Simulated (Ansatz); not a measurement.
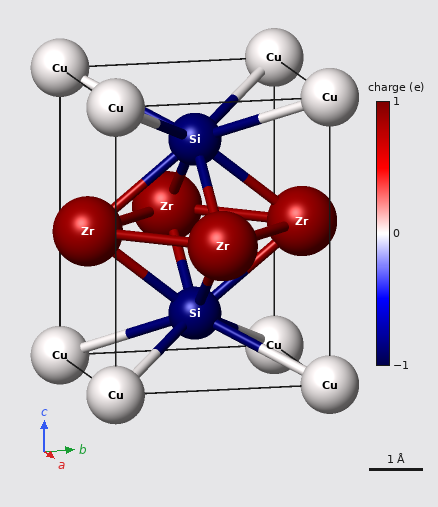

A ball-and-stick rendering, viewed slightly off an axis. The wireframe shows the simulation cell. The atoms of this Zr$_{2}$CuSi$_{2}$ cell are coloured by their Bader charge.

Computational set-up: Ansatz, DFT PBE, scalar-relativistic, plane waves, PAW, cutoff 420 eV, k-point mesh 10×10×8, Gaussian smearing of 0.1 eV, no spin polarisation.

Question: Which way does the charge move?

Answer: Most positive: Zr; most negative: Si. Charges: about Zr +0.9 e; Cu 0.0 e; Si -0.9 e.

The initial geometry was a structure type filled with these elements by a generator (whether the compound takes this form wasn't checked). Earlier steps of the study, as a rule a relaxation of our own, may have changed the cell and positions, so they can lie some per cent off the listed ones. An electronic-structure calculation with Ansatz was run on it.
